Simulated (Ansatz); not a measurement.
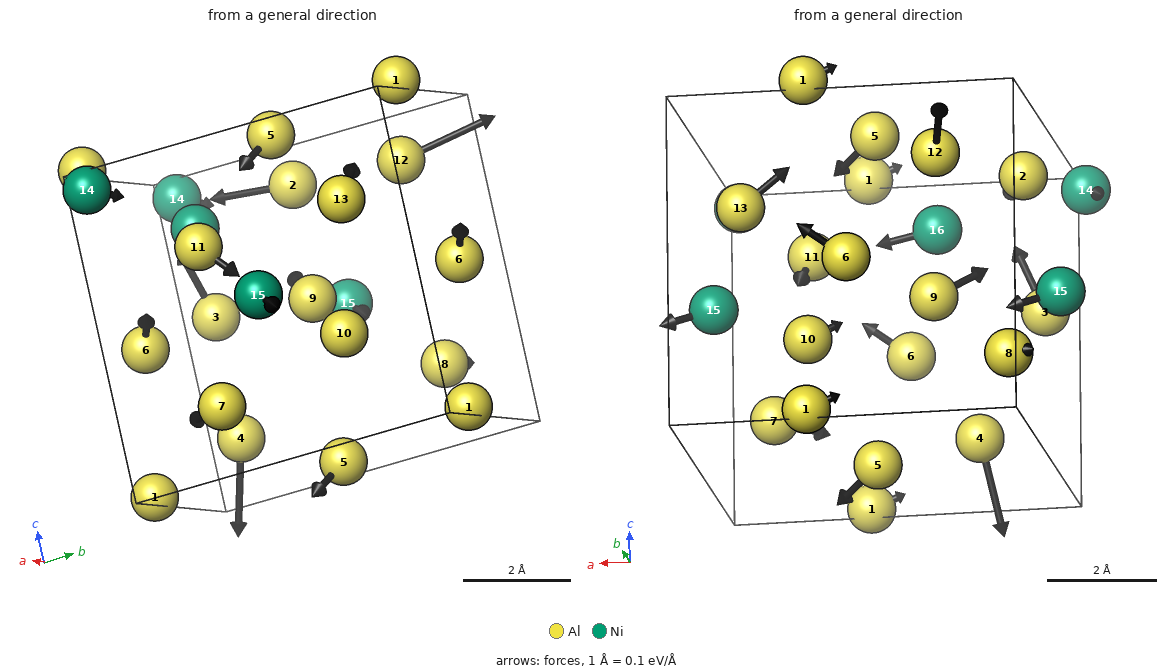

An orthographic spheres-only view of the structure, from two general directions. The frame is the simulation cell; atoms at its boundary are shown with their periodic copies. The arrows are the computed forces on the atoms.

System: Al$_{13}$Ni$_{3}$. The numbers come from DFT PBE, scalar-relativistic, plane waves, PAW in Ansatz 0.2.0, using plane waves up to 420 eV, the zone sampled with 5×5×5 points, Gaussian smearing of 0.1 eV, no spin polarisation (a spin-restricted run, not always the ground state).

### Is this an equilibrium geometry?

No. The atoms still feel forces of up to about 0.15 eV/Å, above a usual threshold of 0.01 to 0.03 eV/Å.

The initial geometry was a structure type filled with these elements by a generator (whether the compound takes this form wasn't checked). Earlier steps of the study may have refined or changed the cell and positions. It was run through Ansatz as a DFT input.
